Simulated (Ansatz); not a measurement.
# Nudged elastic band of SiNH6OF

The run: nudged elastic band of SiNH6OF. Method and program: RHF/def2-SVP (Ansatz 0.2.0).

One setting was made poor on purpose. It belongs to a series of runs on one base structure; here: band between the two ends. Figures and captions count atoms from 1; the log counts them from 0 in places.

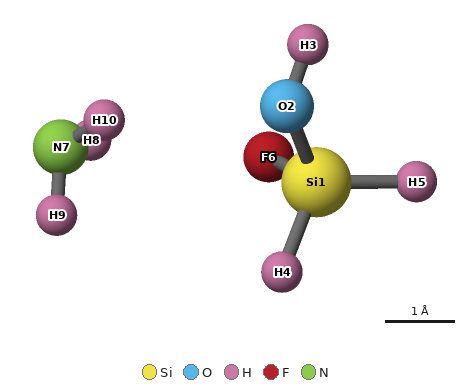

Figure 1. The structure as given in the input (ball-and-stick view, seen at a tilt; atoms are numbered from 1 in the order of the input).

The input:
```yaml
crystal:
  periodic: [false, false, false]
  atoms:
    - { symbol: Si, position_ang: [-0.272005, 0.395033, -0.00797] }
    - { symbol: O, position_ang: [-0.301733, 0.343132, 1.625217] }
    - { symbol: H, position_ang: [-1.11018, 0.283431, 2.10999] }
    - { symbol: H, position_ang: [1.108076, 0.648758, -0.423815] }
    - { symbol: H, position_ang: [-1.225255, 1.382841, -0.536465] }
    - { symbol: F, position_ang: [-0.72891, -1.030155, -0.601553] }
    - { symbol: "N", position_ang: [1.594572, -2.559422, 1.348171] }
    - { symbol: H, position_ang: [0.882996, -2.752022, 0.664709] }
    - { symbol: H, position_ang: [2.392388, -2.199349, 0.8536] }
    - { symbol: H, position_ang: [1.247848, -1.819746, 1.934116] }
basis:
  gaussian: { orbitals: def2-SVP }
hamiltonian:
  xc: hf
neb:
  order_check: false
  images: 5
  f_tol: 0.05
  max_iterations: 60
  initial_path: linear
  final_atoms:
    - { symbol: Si, position_ang: [0.25763525, -0.49534562, -0.49998652] }
    - { symbol: O, position_ang: [0.25395942, 0.32030193, 2.80959727] }
    - { symbol: H, position_ang: [-0.6108991, 0.16982582, 3.15909575] }
    - { symbol: H, position_ang: [1.14916812, 0.66118664, -0.37503442] }
    - { symbol: H, position_ang: [-1.15320105, -0.21810226, -0.19951598] }
    - { symbol: F, position_ang: [0.29792596, -0.94073215, -2.05446112] }
    - { symbol: "N", position_ang: [0.81258196, -1.75031964, 0.53854436] }
    - { symbol: H, position_ang: [0.27877179, -2.596732, 0.61547712] }
    - { symbol: H, position_ang: [1.79412539, -1.95852588, 0.56765533] }
    - { symbol: H, position_ang: [0.50772926, -0.49905585, 2.40462821] }
```

Run on 1 thread of Arm Neoverse V2, 24 GiB of memory available, shared host.

Launch command:
```bash
ansatz run input.yaml --threads 1 --pin off --max-ram 2048MiB --backend cpu --events-out ev --progress --plain --runs-dir out
```

Log:
```
Engine: ansatz 0.2.0, aarch64-unknown-linux-gnu
Functional definition: HF
  exchange = exact_x
  correlation = 0
933 factors; integrals over basis functions are off by at most 5.6e-4 eV
mean field evaluation 1: about -14173.1974 eV, gradient 4.5e1 eV
mean field evaluation 2: about -14173.2413 eV, gradient 4.5e1 eV
mean field evaluation 4: about -14177.2233 eV, gradient 2.8e0 eV
mean field evaluation 8: about -14177.2531 eV, gradient 1.9e-4 eV
mean field -14177.25309837 eV, -521.0044416777 hartree, gradient 1.5e-5 eV, S^2 0.000000; 0 other end points of the search recorded, 0 dependent functions left out
the calculation of the forces begins
reference -14177.25309837 eV, -521.0044416777 hartree; 22, 22 occupied and 68, 68 virtual orbitals, 933 factors
935 factors; integrals over basis functions are off by at most 9.7e-4 eV
mean field evaluation 16: about -14176.9118 eV, gradient 6.0e-1 eV
mean field -14176.91781541 eV, -520.9921202563 hartree, gradient 1.5e-5 eV, S^2 0.000000; 0 other end points of the search recorded, 0 dependent functions left out
[... from here on the field's lines of each further geometry are left out, up to the last ...]
NEB iter   1: max|band force component| = 1.297e1 eV/Å  barrier→ = 8.8757 eV  barrier← = 8.5404 eV  Δτ_max = 0.2000 Å  (248 SCF iters)
NEB iter   2: max|band force component| = 7.766e0 eV/Å  barrier→ = 4.3962 eV  barrier← = 4.0609 eV  Δτ_max = 0.2000 Å  (158 SCF iters)
NEB iter   3: max|band force component| = 9.133e0 eV/Å  barrier→ = 2.3774 eV  barrier← = 2.0421 eV  Δτ_max = 0.1007 Å  (157 SCF iters)
NEB iter   4: max|band force component| = 3.225e0 eV/Å  barrier→ = 1.6590 eV  barrier← = 1.3237 eV  Δτ_max = 0.2000 Å  (156 SCF iters)
NEB iter   5: max|band force component| = 3.253e0 eV/Å  barrier→ = 1.4885 eV  barrier← = 1.1532 eV  Δτ_max = 0.1030 Å  (152 SCF iters)
NEB iter   6: max|band force component| = 1.003e0 eV/Å  barrier→ = 1.2189 eV  barrier← = 0.8836 eV  Δτ_max = 0.1814 Å  (154 SCF iters)
NEB iter   7: max|band force component| = 1.593e0 eV/Å  barrier→ = 1.1972 eV  barrier← = 0.8619 eV  Δτ_max = 0.1002 Å  (156 SCF iters)
NEB iter   8: max|band force component| = 5.426e-1 eV/Å  barrier→ = 1.2701 eV  barrier← = 0.9348 eV  Δτ_max = 0.1599 Å  (157 SCF iters)
NEB iter   9: max|band force component| = 1.344e0 eV/Å  barrier→ = 1.2723 eV  barrier← = 0.9370 eV  CI = image 4  Δτ_max = 0.1946 Å  (158 SCF iters)
NEB iter  10: max|band force component| = 1.054e0 eV/Å  barrier→ = 1.6353 eV  barrier← = 1.3000 eV  CI = image 4  Δτ_max = 0.2000 Å  (155 SCF iters)
NEB iter  11: max|band force component| = 1.980e0 eV/Å  barrier→ = 1.9623 eV  barrier← = 1.6270 eV  CI = image 4  Δτ_max = 0.0981 Å  (158 SCF iters)
NEB iter  12: max|band force component| = 4.780e-1 eV/Å  barrier→ = 1.7566 eV  barrier← = 1.4213 eV  CI = image 4  Δτ_max = 0.0693 Å  (160 SCF iters)
NEB iter  13: max|band force component| = 1.416e-1 eV/Å  barrier→ = 1.7140 eV  barrier← = 1.3787 eV  CI = image 4  Δτ_max = 0.1001 Å  (160 SCF iters)
NEB iter  14: max|band force component| = 1.289e-1 eV/Å  barrier→ = 1.6939 eV  barrier← = 1.3586 eV  CI = image 4  Δτ_max = 0.0599 Å  (160 SCF iters)
NEB iter  15: max|band force component| = 1.004e-1 eV/Å  barrier→ = 1.6896 eV  barrier← = 1.3544 eV  CI = image 4  Δτ_max = 0.0561 Å  (158 SCF iters)
NEB iter  16: max|band force component| = 1.163e-1 eV/Å  barrier→ = 1.6884 eV  barrier← = 1.3531 eV  CI = image 4  Δτ_max = 0.0210 Å  (158 SCF iters)
NEB iter  17: max|band force component| = 5.635e-2 eV/Å  barrier→ = 1.6880 eV  barrier← = 1.3527 eV  CI = image 4  Δτ_max = 0.0110 Å  (141 SCF iters)
the calculation of the forces begins
reference -14176.76319230 eV, -520.9864379619 hartree; 22, 22 occupied and 68, 68 virtual orbitals, 936 factors
934 factors; integrals over basis functions are off by at most 1.2e-3 eV
mean field -14175.56546968 eV, -520.9424224675 hartree, gradient 1.0e-5 eV, S^2 0.000000; 1 other end points of the search recorded, 0 dependent functions left out
the calculation of the forces begins
reference -14175.56546968 eV, -520.9424224675 hartree; 22, 22 occupied and 68, 68 virtual orbitals, 934 factors
NEB iter  18: max|band force component| = 3.807e-2 eV/Å  barrier→ = 1.6876 eV  barrier← = 1.3523 eV  CI = image 4  Δτ_max = 0.0000 Å  (298 SCF iters)
```

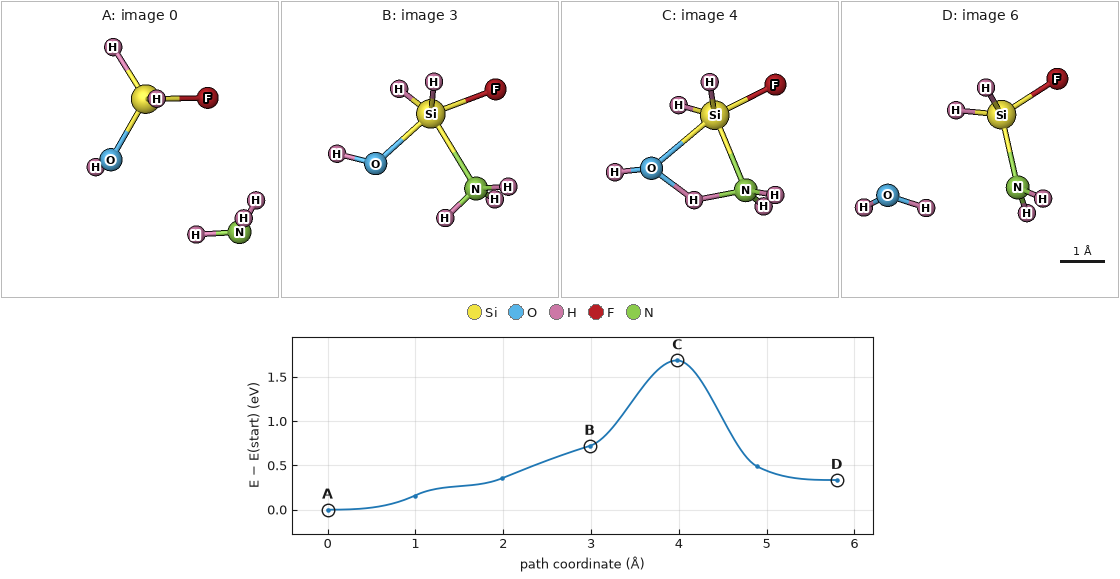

Figure 2. Images of the last band (counted from 0; ball-and-stick, seen at a tilt) above the energy along the path; the line is a cubic interpolation that uses the forces. The highest image is number 4, 1.688 eV above the start and 1.352 eV above the end (the climbing image); the end lies 0.335 eV above the start. The path is 5.80 Å long. The band converged in 18 iterations.

```
Total energy: -14175.56546968 eV, -520.9424224675 hartree
Atom 0 at     0.260003    -0.374279    -0.067700 Å, force     0.003227     0.018572     0.010174 eV/Å
Atom 1 at     0.498547     0.356124     1.777461 Å, force    -0.009325    -0.032056    -0.013997 eV/Å
Atom 2 at    -0.151948     0.895270     2.200747 Å, force    -0.000038    -0.000504     0.003172 eV/Å
Atom 3 at     1.432041     0.402921    -0.479039 Å, force    -0.001362    -0.003072    -0.001675 eV/Å
Atom 4 at    -1.121027     0.135383    -0.035923 Å, force     0.000854     0.000441    -0.002993 eV/Å
Atom 5 at     0.103773    -1.298649    -1.427374 Å, force    -0.001817    -0.003167     0.000636 eV/Å
Atom 6 at     0.604139    -1.797821     1.079756 Å, force     0.025887    -0.013836    -0.010310 eV/Å
Atom 7 at    -0.094486    -2.523132     1.074812 Å, force    -0.003594     0.000620     0.000563 eV/Å
Atom 8 at     1.503397    -2.233552     0.949633 Å, force    -0.007613    -0.011838    -0.006833 eV/Å
Atom 9 at     0.553358    -0.869765     1.893626 Å, force    -0.006219     0.044840     0.021264 eV/Å
Dipole moment:    -0.090521    -0.304695     0.622012 e Å
this run last wrote the band of iteration 18 to [file]
```

The last band as extended XYZ (Å, eV, eV/Å):
```
10
Properties=species:S:1:pos:R:3:forces:R:3 image=0 energy=-14177.25310
Si   -0.2720    0.3950   -0.0080   -0.0012   0.0020  -0.0049
O    -0.3017    0.3431    1.6252    0.0021   0.0020   0.0036
H    -1.1102    0.2834    2.1100    0.0005  -0.0019  -0.0058
H     1.1081    0.6488   -0.4238   -0.0038  -0.0024   0.0023
H    -1.2253    1.3828   -0.5365    0.0015  -0.0046   0.0025
F    -0.7289   -1.0302   -0.6016    0.0010   0.0052   0.0020
N     1.5946   -2.5594    1.3482    0.0027   0.0010   0.0035
H     0.8830   -2.7520    0.6647   -0.0065  -0.0026  -0.0040
H     2.3924   -2.1993    0.8536    0.0028   0.0009   0.0002
H     1.2478   -1.8197    1.9341    0.0009   0.0004   0.0007
10
Properties=species:S:1:pos:R:3:forces:R:3 image=1 energy=-14177.09283
Si   -0.0985    0.1812    0.0257   -0.0810   0.1529  -0.0768
O    -0.2849    0.1030    1.6534   -0.0332   0.0146  -0.0875
H    -0.9386    0.6452    2.0658   -0.0697  -0.0880   0.0276
H     1.2819    0.5414   -0.3038   -0.0100  -0.0145  -0.0398
H    -1.1017    1.1152   -0.4922    0.0017   0.2150  -0.1139
F    -0.4133   -1.2123   -0.7136   -0.0983   0.0322   0.1468
N     1.3943   -2.3737    1.3007    0.1862  -0.3167   0.1633
H     0.5370   -2.6356    0.8524    0.0441  -0.0163  -0.0006
H     2.0180   -2.0129    0.6033    0.0347   0.0159  -0.0030
H     1.1937   -1.6591    1.9743    0.0254   0.0049  -0.0162
10
Properties=species:S:1:pos:R:3:forces:R:3 image=2 energy=-14176.89627
Si    0.0769   -0.1037    0.1318   -0.0377   0.0526   0.0092
O    -0.1814    0.1571    1.7776   -0.1495  -0.0532  -0.0209
H    -0.7127    0.9148    1.9638   -0.1187  -0.0396  -0.0408
H     1.3635    0.4755   -0.2944    0.0385  -0.0899   0.0183
H    -1.0362    0.7721   -0.3429    0.1220   0.2667  -0.1027
F    -0.2814   -1.3006   -0.9398   -0.2183  -0.0512   0.1163
N     1.0057   -1.8395    1.0505    0.1010  -0.0462   0.0216
H     0.3588   -2.6031    0.9323    0.0677   0.0095   0.0171
H     1.8840   -2.1261    0.6543    0.0686  -0.0117  -0.0269
H     1.1106   -1.6541    2.0328    0.1264  -0.0370   0.0088
10
Properties=species:S:1:pos:R:3:forces:R:3 image=3 energy=-14176.53203
Si    0.1767   -0.1874    0.1148   -0.0184   0.0659   0.1019
O     0.1928    0.3571    1.7664   -0.0965   0.0252  -0.0561
H    -0.3552    1.0909    1.9852   -0.0340   0.1247  -0.1039
H     1.3612    0.5360   -0.3921   -0.0049   0.0018   0.0143
H    -1.1979    0.3142   -0.1494   -0.0082   0.0919  -0.0570
F     0.0835   -1.2630   -1.1754   -0.0327  -0.0174   0.0933
N     0.7640   -1.8402    1.0717    0.0589  -0.0222   0.0320
H     0.0928   -2.5843    0.9623    0.0220  -0.0036  -0.0122
H     1.6527   -2.1877    0.7495    0.0129  -0.0112  -0.0627
H     0.8172   -1.5431    2.0331    0.1008  -0.2551   0.0504
10
Properties=species:S:1:pos:R:3:forces:R:3 image=4 energy=-14175.56547
Si    0.2600   -0.3743   -0.0677    0.0032   0.0186   0.0102
O     0.4985    0.3561    1.7775   -0.0093  -0.0321  -0.0140
H    -0.1519    0.8953    2.2007    0.0000  -0.0005   0.0032
H     1.4320    0.4029   -0.4790   -0.0014  -0.0031  -0.0017
H    -1.1210    0.1354   -0.0359    0.0009   0.0004  -0.0030
F     0.1038   -1.2986   -1.4274   -0.0018  -0.0032   0.0006
N     0.6041   -1.7978    1.0798    0.0259  -0.0138  -0.0103
H    -0.0945   -2.5231    1.0748   -0.0036   0.0006   0.0006
H     1.5034   -2.2336    0.9496   -0.0076  -0.0118  -0.0068
H     0.5534   -0.8698    1.8936   -0.0062   0.0448   0.0213
10
Properties=species:S:1:pos:R:3:forces:R:3 image=5 energy=-14176.76319
Si    0.2706   -0.6484   -0.2997   -0.0184  -0.1625  -0.1494
O     0.6568    0.5880    2.0871    0.0815   0.1369   0.2233
H    -0.1684    0.9722    2.3362   -0.0559  -0.0008   0.1286
H     1.4594    0.1840   -0.4943   -0.0137  -0.0826   0.0121
H    -0.9908    0.0705   -0.0569    0.0616  -0.0663   0.0115
F     0.0282   -1.3998   -1.7123   -0.0348  -0.0339  -0.1942
N     0.5251   -1.8629    0.9201   -0.0049  -0.0357  -0.1248
H    -0.1859   -2.5588    1.0515   -0.0140  -0.0446  -0.0629
H     1.4312   -2.2939    0.9639   -0.0095  -0.0260  -0.0254
H     0.5617   -0.3584    2.1706    0.0081   0.3153   0.1812
10
Properties=species:S:1:pos:R:3:forces:R:3 image=6 energy=-14176.91782
Si    0.2648   -0.8151   -0.5206   -0.0065  -0.0142  -0.0199
O     0.7390    0.8352    2.4240   -0.0032  -0.0014   0.0005
H    -0.1034    1.0836    2.7726    0.0019   0.0002  -0.0010
H     1.4925   -0.0342   -0.6963    0.0075   0.0050   0.0001
H    -0.9549   -0.0130   -0.3574   -0.0033   0.0022   0.0013
F     0.0580   -1.6593   -1.8848    0.0018   0.0091   0.0164
N     0.4419   -1.8447    0.8469    0.0024  -0.0011   0.0004
H    -0.3341   -2.4093    1.1410   -0.0003  -0.0006   0.0007
H     1.3005   -2.3508    0.9661   -0.0016  -0.0002   0.0009
H     0.6836   -0.0999    2.2745    0.0014   0.0010   0.0008
```

Summary:

```csv
quantity,value
outcome,converged
"barrier, forward",1.688 eV
"barrier, backward",1.352 eV
wall time,1.8 min
peak memory,0.16 GiB
```

Notes:

A deliberately poor setting: straight start. The order of the saddle point was not checked.
